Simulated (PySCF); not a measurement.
**doublet SiHClO+ at 3 levels**

We compute a comparison of 3 runs (UPBE0/STO-3G, UMP2/STO-3G, FCI/STO-3G) of doublet SiHClO+. Input form: a Python script.

The calculation is run with PySCF 2.14.0.

6 further runs of the same task are left out: 6 set aside as unsound or not needed.

**1. The structure to begin with**

SiHClO+: 4 atoms, total charge +1, spin state doublet. SMILES of the parent species: `O[Si]Cl`. The shape is that of a PBE0-D4/def2-TZVP optimisation. That shape belongs to the parent species and isn't relaxed for this state.

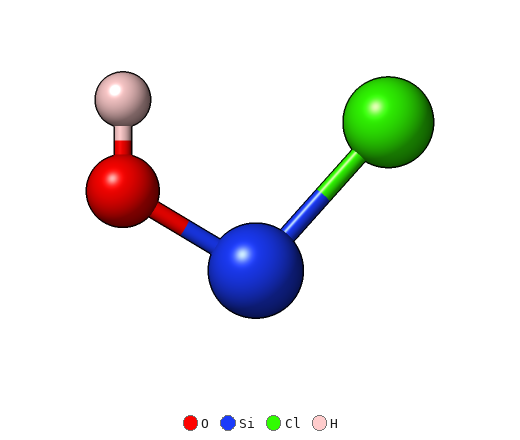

Viewed from a chosen angle; oxygen red, silicon blue, chlorine green, hydrogen pink.

**2. The energy at UPBE0/STO-3G (run 1)**

The input, run.py:

```python
from pyscf import gto, dft

system = gto.M(
    atom=[
    ('O', (-0.911800, 0.450200, -0.308700)),
    ('Si', (-0.434200, -0.789700, 0.647000)),
    ('Cl', (1.662300, -0.701000, 0.421400)),
    ('H', (-0.260800, 0.980400, -0.780000)),
],
    charge=1,
    basis='sto-3g',
    verbose=4,
    max_memory=1860,
    spin=1,
)

ks = dft.UKS(system, xc='pbe0')
ks.grids.level = 5
ks.conv_tol = 1e-10
ks.kernel()
if not ks.converged:
    ks = ks.newton().run(ks.mo_coeff, ks.mo_occ)

etot = ks.e_tot
print('Final energy', etot)
```

On the command line:

```bash
$ OMP_NUM_THREADS=1 python run.py
```

The log of the run:

```text
PySCF version 2.14.0

[... 105 lines left out ...]
converged SCF energy = -815.526193663467  <S^2> = 0.75906344  2S+1 = 2.009043
Final energy -815.5261936634673
```

Wall time 6.3 s (1 thread of Arm Neoverse V1, shared host); peak memory 0.22 GiB.

**3. The energy at UMP2/STO-3G (run 2)**

The input, input.xyz:

```xyz
4
ClHOSi
O     -0.911800     0.450200    -0.308700
Si    -0.434200    -0.789700     0.647000
Cl     1.662300    -0.701000     0.421400
H     -0.260800     0.980400    -0.780000
```

The input, run.py:

```python
from pyscf import gto, scf, mp

mol = gto.Mole()
mol.atom = 'input.xyz'
mol.max_memory = 1860
mol.spin = 1
mol.charge = 1
mol.basis = 'sto-3g'
mol.verbose = 3
mol.build()

mf = scf.UHF(mol)
mf.conv_tol = 1e-10
mf.kernel()
if not mf.converged:
    mf = mf.newton().run(mf.mo_coeff, mf.mo_occ)

pt = mp.MP2(mf, frozen=11).run()
energy = pt.e_tot
print('E = %.10f Eh' % energy)
```

On the command line:

```bash
$ OMP_NUM_THREADS=1 python run.py
```

The log of the run:

```text
converged SCF energy = -814.39060385708  <S^2> = 0.77543894  2S+1 = 2.0252792
E(UMP2) = -814.476934056445  E_corr = -0.0863301993643623
E(SCS-UMP2) = -814.478412523282  E_corr = -0.0878086662022505
E = -814.4769340564 Eh
```

Run time: 0.85 s. Hardware: 1 thread of Arm Neoverse V1, shared host; peak memory 0.12 GiB.

**4. The energy at FCI/STO-3G (run 3)**

The input, calc.py:

```python
from pyscf import gto, mcscf

mol = gto.M(
    atom='''
O     -1.723052     0.850755    -0.583358
Si    -0.820519    -1.492317     1.222653
Cl     3.141292    -1.324698     0.796331
H     -0.492841     1.852687    -1.473986
''',
    unit='bohr',
    charge=1,
    verbose=3,
    max_memory=1860,
    spin=1,
    basis='sto-3g',
)

hf = mol.ROHF()
hf.conv_tol = 1e-10
hf.kernel()
if not hf.converged:
    hf = hf.newton().run(hf.mo_coeff, hf.mo_occ)

cas = mcscf.CASCI(hf, hf.mo_coeff.shape[-1] - 11, (mol.nelec[0] - 11, mol.nelec[1] - 11))  # full CI above the frozen core
cas.fix_spin_(ss=0.75)
cas.kernel()
etot = cas.e_tot
print('Final energy', etot)
```

On the command line:

```bash
$ OMP_NUM_THREADS=1 python calc.py
```

The log of the run:

```text
converged SCF energy = -814.38723978684
CASCI E = -814.505355754780  E(CI) = -61.9517757705297  S^2 = 0.7500000
Final energy -814.5053557547801
```

It took 44 s on 1 thread of Arm Neoverse V1, shared host; peak memory 0.32 GiB.

**5. Overview of the runs**

| run | level | integration grid | frozen core orbitals | energy (Eh) | HOMO energy (eV) | LUMO energy (eV) | ⟨S²⟩ | wall time |
| --- | --- | --- | --- | --- | --- | --- | --- | --- |
| 1 | UPBE0/STO-3G | 5 | – | -815.526194 | -13.96 | -10.87 | 0.759 | 6.3 s |
| 2 | UMP2/STO-3G | – | 11 | -814.476934 | -17.49 | -6.68 | 0.775 | 0.85 s |
| 3 | FCI/STO-3G | – | 11 | -814.505356 | – | – | – | 44 s |

**6. Outcome**

| quantity | value |
| --- | --- |
| run 3: total energy | -814.50536 Eh |
| run 3: correlation energy (11 core orbitals frozen) | -118.1 mEh |

In words: Against full CI in this basis: UMP2 +28.4 mEh. In runs 1, 2, 3 the basis is minimal, so the values are rough. All runs together took 51 s, the longest 44 s.
